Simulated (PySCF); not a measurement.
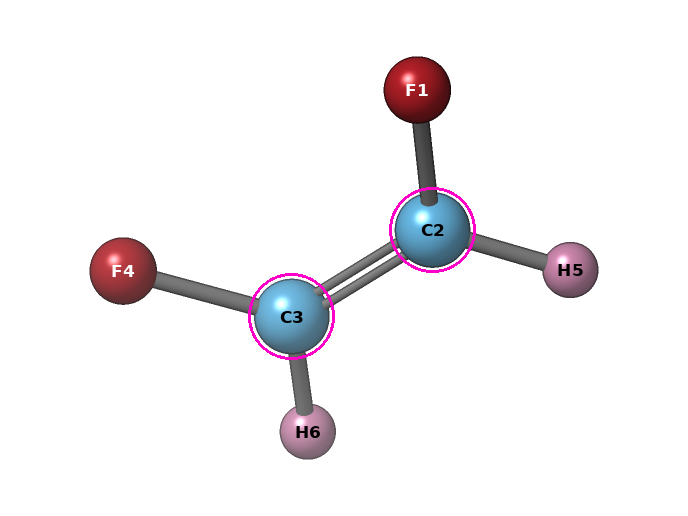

Distant atoms are faded towards the background colour. Circles mark the stereogenic atoms. Computed geometry: PBE0-D3(BJ)/def2-SVP optimisation. No frequency run is at hand to confirm it as a minimum.

Question: Assign CIP descriptors.

Answer: C2=C3: Z.

Question: Write the isomeric SMILES.

Answer: F/C=C\F
